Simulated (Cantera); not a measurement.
Feed: 1 mol AlI₃, 6.4 mol N₂, held at 975 K.

These are equilibrium values from Cantera (NASA tables, ideal gas, pure condensed phases), not measurements of a reactor. Candidate condensed phases: Al, AlI₃, AlN, I₂; 10 gas species. The numbers say what is thermodynamically allowed, not how fast it happens.

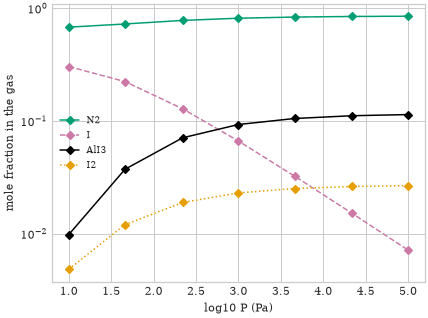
Equilibrium gas composition (values under 1e-9 drawn at 1e-9)

Read off the mole fractions at 0.220 bar.

N₂ about 0.85, AlI₃ about 0.11, I₂ about 0.026, I about 0.015.
